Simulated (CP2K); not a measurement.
# GFN2-xTB run of AlSiH4SClO (SMILES [SiH3][O][Al]([SH])[Cl])

What is the vertical electron affinity of AlSiH4SClO at GFN2-xTB? 

The calculation is run with CP2K 2026.2.

1 further run of the same task is left out (it didn't finish).

### Step 1. Starting point

AlSiH4SClO has 9 atoms, charge 0, and is taken as a singlet. As SMILES, `[SiH3][O][Al]([SH])[Cl]`. Geometry: relaxed at PBE0-D4/def2-TZVP. This is one conformer, not always the lowest.

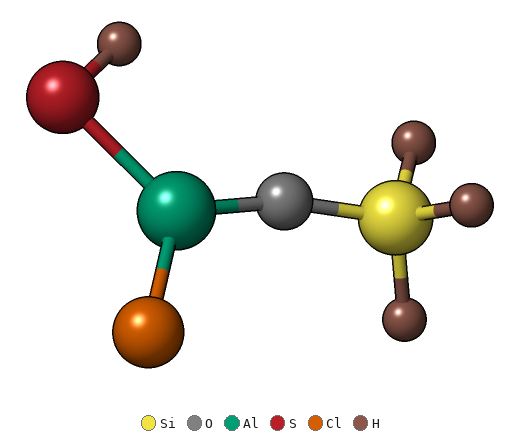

Viewed from a chosen angle; silicon yellow, oxygen grey, aluminium teal, sulfur red, chlorine orange, hydrogen brown.

### Step 2. Energy and forces at GFN2-xTB

File mol.inp:

```
&FORCE_EVAL
  METHOD QS
  &DFT
    &QS
      METHOD XTB
      EPS_DEFAULT 1.0E-10
      &XTB
        GFN_TYPE TBLITE
        &TBLITE
          METHOD GFN2
        &END TBLITE
        CHECK_ATOMIC_CHARGES F
      &END XTB
    &END QS
    &POISSON
      PERIODIC NONE
      POISSON_SOLVER ANALYTIC
    &END POISSON
    &SCF
      SCF_GUESS ATOMIC
      EPS_SCF 1.0E-07
      MAX_SCF 150
      ADDED_MOS 2
      &DIAGONALIZATION
        ALGORITHM STANDARD
      &END DIAGONALIZATION
      &MIXING
        METHOD DIRECT_P_MIXING
        ALPHA 0.4
      &END MIXING
      &SMEAR ON
        METHOD FERMI_DIRAC
        ELECTRONIC_TEMPERATURE [K] 300
      &END SMEAR
    &END SCF
    &PRINT
      &MOMENTS
        PERIODIC F
        REFERENCE COM
        MAX_MOMENT 1
      &END MOMENTS
      &MO ON
        ENERGIES T
        OCCUPATION_NUMBERS T
        NDIGITS 6
        &EACH
          QS_SCF 0
        &END EACH
        ADD_LAST NUMERIC
      &END MO
      &HIRSHFELD OFF
      &END HIRSHFELD
    &END PRINT
  &END DFT
  &SUBSYS
    &CELL
      ABC 15.4 14.5 12.4
      PERIODIC NONE
    &END CELL
    &COORD
      Si    -1.749200    -0.032600     0.068500
      O     -0.122800     0.037600    -0.000700
      Al     1.474900     0.512700    -0.068800
      S      3.066900    -0.947500    -0.108100
      Cl     1.979700     2.531300    -0.117400
      H     -2.344900     0.812900    -0.998500
      H     -2.188400    -1.438900    -0.123800
      H     -2.220900     0.447500     1.393400
      H      2.193200    -1.969300    -0.061700
    &END COORD
    &TOPOLOGY
      &CENTER_COORDINATES
      &END CENTER_COORDINATES
    &END TOPOLOGY
  &END SUBSYS
  &PRINT
    &FORCES ON
    &END FORCES
  &END PRINT
&END FORCE_EVAL

&GLOBAL
  PROJECT_NAME mol
  RUN_TYPE ENERGY_FORCE
  PRINT_LEVEL MEDIUM
&END GLOBAL
```

Launch:

```console
$ OMP_NUM_THREADS=1 cp2k.psmp -i mol.inp -o mol.out
```

The log of the run:

```text
CP2K| version string:                                       CP2K version 2026.2
[...]
 GLOBAL| Method name                                                        CP2K
[...]
 GLOBAL| Run type                                                   ENERGY_FORCE
[...]
                             - Atoms:                                          9
[...]
                             - Spherical basis functions:                     44
[...]
 Number of electrons:                                                         30
[...]
  *** SCF run converged in    20 steps ***
[...]
  Fermi energy:                                                -0.30646032952315
[...]
 TB_DIPOLE| Moment [Debye]         -1.73310704      -1.84743914       0.09165053
 TB_DIPOLE| Derivative [a.u.]       0.00000000       0.00000000       0.00000000
[...]
 ENERGY| Total FORCE_EVAL ( QS ) energy [hartree]            -16.927664658932049
 FORCES| Atomic forces [hartree/bohr]
 FORCES|   Atom     x               y               z               |f|
 FORCES|      1 -2.01400851E-02 -7.76062376E-04  8.74497841E-04   2.01739943E-02
 FORCES|      2 -1.12664204E-03  3.77024661E-04  1.09651003E-04   1.19310235E-03
 FORCES|      3  3.56805417E-03  2.37649986E-02 -5.04573228E-04   2.40366546E-02
 FORCES|      4 -7.36086617E-04 -1.14149680E-02  1.78206588E-04   1.14400645E-02
 FORCES|      5 -5.19852167E-03 -1.52967286E-02  4.20527020E-04   1.61614163E-02
 FORCES|      6  6.49590943E-03 -3.66706948E-03  4.52927903E-03   8.72688985E-03
 FORCES|      7  6.66586201E-03  5.49516424E-03  5.23602703E-04   8.65475050E-03
 FORCES|      8  6.13791042E-03 -2.01877441E-03 -5.92671878E-03   8.76786119E-03
 FORCES|      9  4.33359938E-03  3.53641532E-03 -2.04472182E-04   5.59715336E-03
 FORCES| Sum     9.80118764E-17 -6.80878964E-17  5.64598281E-17
 FORCES| Total atomic force                                       1.32022732E-16
[...]
```

Run time: 0.91 s. Hardware: 1 thread of Intel Xeon 6975P-C (Granite Rapids), shared host; peak memory 0.19 GiB.

### Step 3. The doublet anion, same level

File molecule.inp:

```
&global
   project_name molecule
   run_type ENERGY_FORCE
   print_level MEDIUM
&end global

&force_eval
   method Quickstep
   &dft
      charge -1
      multiplicity 2
      uks T
      &qs
         method XTB
         eps_default 1.0E-10
         &xtb
            gfn_type TBLITE
            &tblite
               method GFN2
            &end tblite
            check_atomic_charges F
         &end xtb
      &end qs
      &poisson
         periodic NONE
         poisson_solver ANALYTIC
      &end poisson
      &scf
         scf_guess ATOMIC
         eps_scf 1.0E-07
         max_scf 150
         added_mos 8
         &diagonalization
            algorithm STANDARD
         &end diagonalization
         &mixing
            method DIRECT_P_MIXING
            alpha 0.4
         &end mixing
         &smear ON
            method FERMI_DIRAC
            electronic_temperature [K] 300
         &end smear
      &end scf
      &print
         &moments
            periodic F
            reference COM
            max_moment 1
         &end moments
         &mo ON
            energies T
            occupation_numbers T
            ndigits 6
            &each
               qs_scf 0
            &end each
            add_last NUMERIC
         &end mo
         &hirshfeld OFF
         &end hirshfeld
      &end print
   &end dft
   &subsys
      &cell
         abc 15.4 14.5 12.4
         periodic NONE
      &end cell
      &coord
         Si    -1.749200    -0.032600     0.068500
         O     -0.122800     0.037600    -0.000700
         Al     1.474900     0.512700    -0.068800
         S      3.066900    -0.947500    -0.108100
         Cl     1.979700     2.531300    -0.117400
         H     -2.344900     0.812900    -0.998500
         H     -2.188400    -1.438900    -0.123800
         H     -2.220900     0.447500     1.393400
         H      2.193200    -1.969300    -0.061700
      &end coord
      &topology
         &center_coordinates
         &end center_coordinates
      &end topology
   &end subsys
   &print
      &forces ON
      &end forces
   &end print
&end force_eval
```

Launch:

```console
$ OMP_NUM_THREADS=1 cp2k.psmp molecule.inp > molecule.out
```

The log of the run:

```text
CP2K| version string:                                       CP2K version 2026.2
[...]
 GLOBAL| Method name                                                        CP2K
[...]
 GLOBAL| Run type                                                   ENERGY_FORCE
[...]
                             - Atoms:                                          9
[...]
                             - Spherical basis functions:                     44
[...]
 Number of electrons:                                                         16
[...]
  *** SCF run converged in    26 steps ***
[...]
  Fermi energy:                                                -0.08937774862005
[...]
 TB_DIPOLE| Moment [Debye]         -2.22260153      -0.84563653       0.10528147
 TB_DIPOLE| Derivative [a.u.]       0.00000000       0.00000000       0.00000000
[...]
 ENERGY| Total FORCE_EVAL ( QS ) energy [hartree]            -17.111836506434280
 FORCES| Atomic forces [hartree/bohr]
 FORCES|   Atom     x               y               z               |f|
 FORCES|      1  6.60131810E-03 -3.43195782E-04 -1.90202223E-04   6.61296914E-03
 FORCES|      2 -4.88469814E-02 -6.23233837E-03  2.14288528E-03   4.92895688E-02
 FORCES|      3 -4.73115717E-03  1.91359840E-02 -1.59725213E-04   1.97128192E-02
 FORCES|      4  3.03677390E-02 -3.51397410E-02 -6.62011166E-04   4.64482425E-02
 FORCES|      5  4.39203133E-03  1.52766760E-02 -3.85023600E-04   1.59001576E-02
 FORCES|      6  3.56909493E-03 -3.36177589E-03  3.76482330E-03   6.18173683E-03
 FORCES|      7  2.72210768E-03  4.45501474E-03  5.67833312E-04   5.25161511E-03
 FORCES|      8  3.14426720E-03 -2.03117679E-03 -4.86850505E-03   6.14120809E-03
 FORCES|      9  2.78158038E-03  8.24055316E-03 -2.10074641E-04   8.69988719E-03
 FORCES| Sum    -3.33934269E-17 -2.94902991E-17  6.83318419E-17
 FORCES| Total atomic force                                       8.15722951E-17
[...]
```

Wall time 1 s (1 thread of Intel Xeon 6975P-C (Granite Rapids), shared host); peak memory 0.19 GiB.

### Step 4. Results

At GFN2-xTB:

| quantity | value |
| --- | --- |
| singlet AlSiH4SClO: total energy | -16.92766 Eh |
| singlet AlSiH4SClO: dipole moment (from atomic charges alone) | 2.53 D |
| singlet AlSiH4SClO: HOMO energy | -11.14 eV |
| singlet AlSiH4SClO: LUMO energy | -7.44 eV |
| singlet AlSiH4SClO: HOMO–LUMO gap | 3.70 eV |
| singlet AlSiH4SClO: largest force on an atom | 1.236 eV/Å |
| doublet anion: total energy | -17.11184 Eh |
| doublet anion: HOMO energy (highest over α and β) | -2.59 eV |
| doublet anion: LUMO energy (lowest over α and β) | -2.27 eV |
| doublet anion: largest force on an atom | 2.535 eV/Å |
| vertical electron affinity (to the doublet anion) | 5.012 eV |

At fixed nuclei the extra electron is bound by 5.01 eV (116 kcal/mol). The largest force (singlet AlSiH4SClO) is 1.24 eV/Å: the shape isn't a stationary point for this species at this level. A minimal valence basis can't be trusted even for the sign of an electron affinity. xTB total energies overstate such differences by several eV unless an empirical shift is taken off; none is applied here. The dipole (singlet AlSiH4SClO) comes from point charges on the atoms alone, without atomic dipoles, so it is partial.
